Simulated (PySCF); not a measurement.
# [TaBr6]−: forces at shaken geometries

Aim: move all atoms of relaxed [TaBr6]− at random and read energies and forces. The structure is generated, not taken from experiment.

Computed with PySCF 2.14.0. Level: BP86, Ta def2-SVP with ECP60, Br def2-SVP; scalar-relativistic core potentials, no spin–orbit coupling.

5 further runs of the same task are left out: 2 for a known fault of the program, 3 that didn't finish.

## (1) Starting geometry

7 atoms, charge -1, spin multiplicity 1.

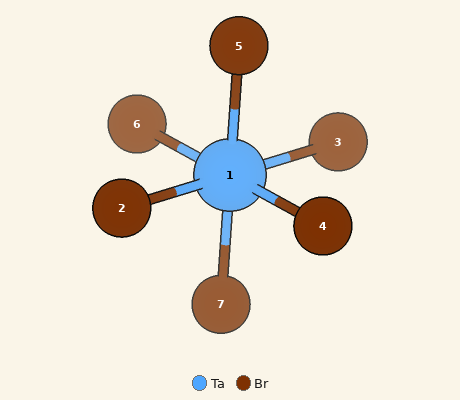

The geometry (tantalum blue, bromine brown); atoms are numbered from 1 in the order of the file.

Coordinates:

```tsv
atom	x (Å)	y (Å)	z (Å)
Ta1	0.0000	0.0000	0.0000
Br2	0.0000	0.0000	2.5609
Br3	0.0000	0.0000	-2.5609
Br4	2.5609	0.0000	0.0000
Br5	0.0000	2.5609	0.0000
Br6	-2.5609	0.0000	0.0000
Br7	0.0000	-2.5609	0.0000
```

Formal oxidation states: Ta +5. An earlier session relaxed this geometry at BP86, Ta def2-SVP with ECP60, Br def2-SVP (singlet, point group Oh).

Its energy there is -15502.276932 Eh.

## (2) Atoms moved at random, σ = 0.1 Å

Input file run.py (the lines that set the calculation):

```python
mol = gto.M(atom='''
Ta     0.02828     0.15228     0.07624
Br    -0.00709     0.12518     2.57121
Br     0.01385    -0.01302    -2.78540
Br     2.60125    -0.06009     0.04891
Br    -0.03924     2.46398     0.00145
Br    -2.64728    -0.02899    -0.01804
Br     0.05022    -2.63932     0.10564''',
    basis={'Ta': 'def2-SVP', 'Br': 'def2-SVP'},
    ecp={'Ta': 'def2-SVP'},
    charge=-1, spin=0)
mf = dft.RKS(mol, xc='B88,P86')
mf.grids.atom_grid = (50, 194)
mf = mf.density_fit()  # fitting sets: Ta def2-universal-JKFIT, Br def2-universal-JKFIT
mf.conv_tol = 1e-08; mf.max_cycle = 55
mf.kernel(dm0)  # dm0: the density of the relaxed state
```

On the command line:

```sh
$ OMP_NUM_THREADS=4 python run.py
```

## (3) Atoms moved at random, σ = 0.15 Å

Input file run.py (the lines that set the calculation):

```python
mol = gto.M(atom='''
Ta     0.18464    -0.10173    -0.17279
Br    -0.01258     0.00999     2.28115
Br     0.05736    -0.06067    -2.46133
Br     2.35106    -0.07536     0.20655
Br     0.00737     2.75795    -0.18311
Br    -2.48651     0.00833     0.03713
Br    -0.10134    -2.53851     0.29241''',
    basis={'Ta': 'def2-SVP', 'Br': 'def2-SVP'},
    ecp={'Ta': 'def2-SVP'},
    charge=-1, spin=0)
mf = dft.RKS(mol, xc='B88,P86')
mf.grids.atom_grid = (50, 194)
mf = mf.density_fit()  # fitting sets: Ta def2-universal-JKFIT, Br def2-universal-JKFIT
mf.conv_tol = 1e-08; mf.max_cycle = 55
mf.kernel(dm0)  # dm0: the density of the relaxed state
```

## (4) Atoms moved at random, σ = 0.03 Å

Input file run.py (the lines that set the calculation):

```python
mol = gto.M(atom='''
Ta     0.02618    -0.04676     0.01383
Br     0.00644     0.00240     2.54953
Br    -0.00490    -0.02923    -2.55589
Br     2.54395     0.01728     0.02697
Br    -0.03106     2.54632    -0.02778
Br    -2.56010     0.04970     0.01602
Br     0.01950    -2.53972    -0.02269''',
    basis={'Ta': 'def2-SVP', 'Br': 'def2-SVP'},
    ecp={'Ta': 'def2-SVP'},
    charge=-1, spin=0)
mf = dft.RKS(mol, xc='B88,P86')
mf.grids.atom_grid = (50, 194)
mf = mf.density_fit()  # fitting sets: Ta def2-universal-JKFIT, Br def2-universal-JKFIT
mf.conv_tol = 1e-08; mf.max_cycle = 55
mf.kernel(dm0)  # dm0: the density of the relaxed state
```

Q: Predict the outcome of this session. Wanted: for each run, σ; energy rise; harmonic estimate −½ F·u; largest force component.

**Answer**, as computed:

| σ (Å) | energy rise (eV) | harmonic estimate −½ F·u (eV) | largest force component (eV/Å) |
| --- | --- | --- | --- |
| 0.1 | 0.824 | 0.823 | 4.51 |
| 0.15 | 2.110 | 2.357 | 6.93 |
| 0.03 | 0.046 | 0.047 | 0.89 |

Every displacement raises the energy. For a harmonic well the rise equals −½ F·u; the two differ by at most 12 % here (a move with σ = 0.15 Å), from anharmonicity, the grid and the small forces left at the relaxed point. The largest moves cost over 1 eV, far outside the harmonic range, so agreement there can come from errors that cancel between squeezed and stretched bonds. The bases are small and lack diffuse functions. Spin–orbit coupling is left out.
